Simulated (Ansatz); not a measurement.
The parent structure is Rh in the fcc (Cu type) structure (space group Fm-3m, No. 225; a = 3.832 Å; relaxed with 0.1 eV smearing).

Structures relaxed with Kohn–Sham DFT with the PBE functional, run in Ansatz (a program for electronic structure) with PAW and 420 eV plane waves, spin-orbit coupling left out.

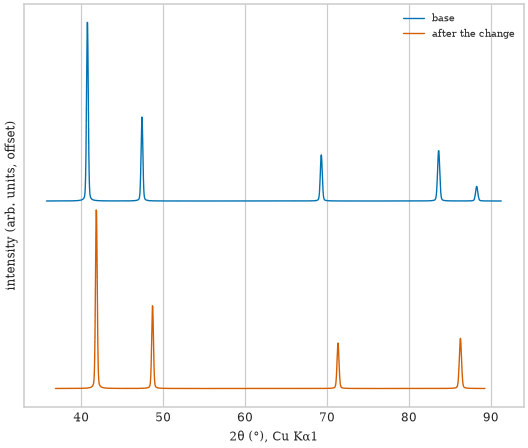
Fig. 1. Simulated powder patterns before (top) and after one change

Which change produced these results?
A) isotropic strain −2.50 %
B) isotropic strain −1.50 %
C) isotropic strain −1.00 %
D) isotropic strain +3.00 %

A, isotropic strain −2.50 %. Its volume per atom is 13.04 Å³ against 14.07 Å³, and its space group is Fm-3m (No. 225).

Whether these cells are dynamically stable was not tested. All final runs are without spin polarisation. Rh lies near a magnetic instability that expansion can trigger; it was not tested.
